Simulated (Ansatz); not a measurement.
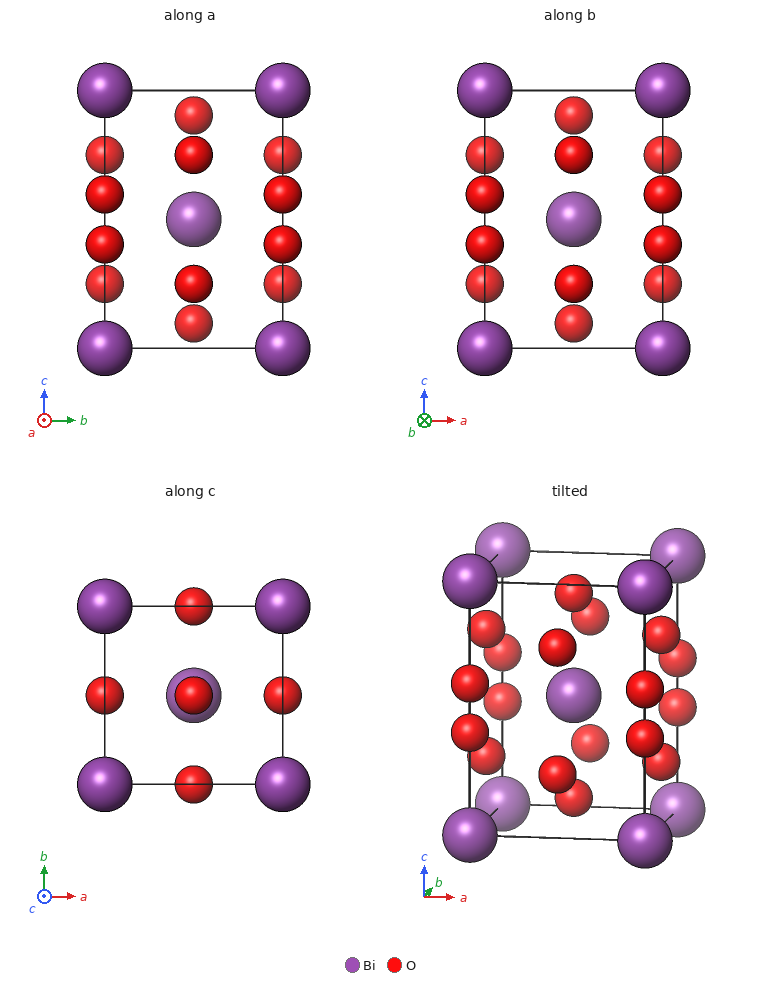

The image is a spheres-only drawing of a crystal, viewed along the a axis, along the b axis, along the c axis and slightly off an axis. The frame is the conventional unit cell; atoms at its boundary are shown with their periodic copies.

Lattice parameters: a = 4.324 Å, b = 4.324 Å, c = 6.266 Å, α = 90.00°, β = 90.00°, γ = 90.00°. Put a along x and b in the xy plane.

Reconstruct the structure as a POSCAR file, with free fractional coordinates to two decimals.

Answer.
```
Bi O
1.0
     4.324    0.000    0.000
     0.000    4.324    0.000
     0.000    0.000    6.266
Bi O
2 8
Direct
  0.00 0.00 0.00
  0.50 0.50 0.50
  0.50 0.00 0.25
  0.00 0.50 0.25
  0.00 0.00 0.40
  0.50 0.50 0.10
  0.00 0.50 0.75
  0.50 0.00 0.75
  0.50 0.50 0.90
  0.00 0.00 0.60
```

It goes back to a structure type filled with these elements by a generator (whether the compound takes this form wasn't checked). Earlier steps of the study, as a rule a relaxation of our own, may have changed the cell and positions, so they can lie some per cent off the listed ones. An electronic-structure calculation with Ansatz was run on it.
